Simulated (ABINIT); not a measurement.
**How far to go with the k-point mesh at a smearing width of 0.05 eV: Al (Fm-3m, 1 atom in the cell)**

```yaml
crystal:
  lattice:
    - [0.00000, 2.03107, 2.03107]
    - [2.03107, 0.00000, 2.03107]
    - [2.03107, 2.03107, 0.00000]
  atoms:
    - { symbol: Al, position: [0.00000, 0.00000, 0.00000] }
```

Computed with PBEsol, norm-conserving pseudopotentials (PseudoDojo nc-sr-04 PBEsol standard) (plane waves; ABINIT 10.0.3).

Base settings: pseudos = [Al.upf]; ecut = 544 eV; ixc = -116133; occopt = 7; tsmear = 0.00367493 Ha; ngkpt = 14 14 14; nshiftk = 1; shiftk = 0 0 0; potentials = PseudoDojo nc-sr-04 PBEsol standard; nband = 7.

In this ladder: tsmear = 0.00183747 Ha.

The second cell is the first with its lattice scaled by 0.98.

Only quantities that move along the ladder and can be compared are tabulated.

The count of work is k-points × plane waves × bands × iterations; it is no time. 

The starting cell has typed, rounded lattice constants, without a prior relaxation at this level. Its lattice was rescaled by up to half a per cent. In the base run, with a pressure of about -3 GPa the cell is away from its equilibrium volume at this level.

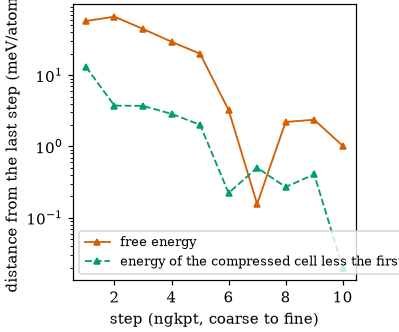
Figure: Distance from the last step along the ladder; very small values are drawn at a floor.

```tsv
ngkpt	free energy less the last step's (meV/atom)	energy of the compressed cell less the first (meV/atom)	pressure (GPa)	count of work / last
5 5 5	57.70	9.93	-1.01	0.0096
6 6 6	-66.35	0.59	-2.30	0.015
7 7 7	-44.69	-6.87	-3.38	0.020
9 9 9	29.51	-0.29	-2.49	0.034
10 10 10	20.05	-5.17	-2.89	0.047
13 13 13	3.26	-3.38	-2.81	0.083
15 15 15	-0.16	-3.66	-2.94	0.12
18 18 18	2.21	-2.88	-2.69	0.20
22 22 22	-2.37	-2.75	-2.76	0.33
27 27 27	-1.02	-3.15	-2.84	0.57
33 33 33	0.00	-3.15	-2.81	1.0
```

Coarsest ngkpt that holds the energy of the compressed cell less the first within 1 meV/atom of the last step, with all finer ones: 13 13 13, at 0.083 of the last step's count of work; the step before is off by 2.0 meV/atom.

Coarsest ngkpt that holds the pressure within 0.2 GPa of the last step, with all finer ones: 10 10 10, at 0.047 of the last step's count of work; the step before is off by 0.32 GPa.

Coarsest ngkpt that holds the free energy within 5 meV/atom of the last step, with all finer ones: 13 13 13, at 0.083 of the last step's count of work; the step before is off by 20 meV/atom.
